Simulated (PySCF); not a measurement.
SMILES [CH]1C=CC=C1 (C5H5), doublet at its PBE0/def2-SVP optimised geometry (Å):

```
10

C     -0.6742    -1.1832     0.0000
C      0.7597    -1.1832     0.0000
C      1.1625     0.1270    -0.0001
C     -0.0415     0.9825    -0.0002
C     -1.1460     0.1718     0.0000
H     -1.3070    -2.0734     0.0000
H      1.3972    -2.0661     0.0001
H      2.1895     0.4948    -0.0001
H     -0.0317     2.0734    -0.0003
H     -2.1895     0.4834     0.0000
```

Level of theory: unrestricted PBE0/def2-TZVP run with PySCF.

Map of the Laplacian of the electron density (e/bohr⁵) on the plane z = 0.8 Å:

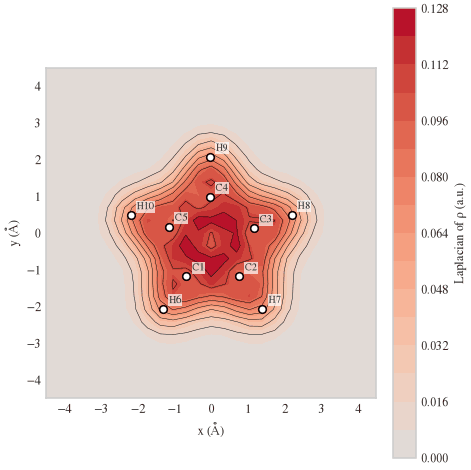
Laplacian of the electron density (e/bohr⁵) on the plane z = 0.8 Å.
